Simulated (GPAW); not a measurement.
Band structure of Nb3Sb (Pm-3n, 8 atoms in the cell).

```
CELL_PARAMETERS angstrom
      5.30247     0.00000     0.00000
      0.00000     5.30247     0.00000
      0.00000     0.00000     5.30247
ATOMIC_POSITIONS crystal
  Nb 0.25000 0.00000 0.50000
  Nb 0.75000 0.00000 0.50000
  Nb 0.50000 0.75000 0.00000
  Nb 0.50000 0.25000 0.00000
  Nb 0.00000 0.50000 0.75000
  Nb 0.00000 0.50000 0.25000
  Sb 0.00000 0.00000 0.00000
  Sb 0.50000 0.50000 0.50000
```

Level of theory: LDA (Perdew-Wang 92), GPAW PAW datasets LDA (gpaw-data 1.0.1) (plane waves; GPAW).

Settings: mode = pw; ecut = 600 eV; xc = LDA; kpts = 5 5 5; mesh shift (steps) = 0 0 0; occupations.name = fermi-dirac; occupations.width = 0.1 eV; nbands = -12; convergence.forces = 0.001 eV/Å; symmetry.symmorphic = false; symmetry.tolerance = 0.0005; maxiter = 120; bandpath_npoints = 40.

The starting cell comes from a database of computed structures (which also holds hypothetical and non-ambient phases and stackings), without a prior relaxation at this level. Its lattice was rescaled by a random factor within 2.5 % of one. Spin-orbit coupling is off. Spin polarisation is off.

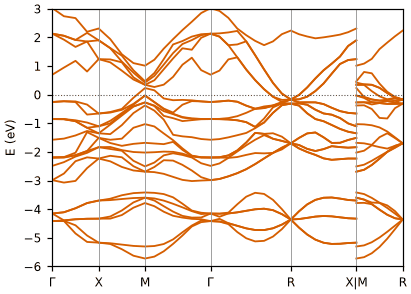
Figure. Bands along the path, energies from the Fermi level.

Levels in eV from the Fermi level, bands 51 to 58:
| point | 51 | 52 | 53 | 54 | 55 | 56 | 57 | 58 |
|---|---|---|---|---|---|---|---|---|
| Γ | -0.85 | -0.85 | -0.26 | -0.26 | 0.70 | 2.13 | 2.13 | 2.13 |
| X | -1.10 | -1.10 | -0.66 | -0.66 | 1.24 | 1.24 | 1.90 | 1.90 |
| M | -0.27 | -0.03 | -0.03 | 0.23 | 0.34 | 0.34 | 0.42 | 0.47 |
| R | -0.31 | -0.31 | -0.17 | -0.17 | -0.17 | -0.17 | -0.17 | -0.17 |

Bands cross the Fermi level along this path, so the cell is metallic at this level.
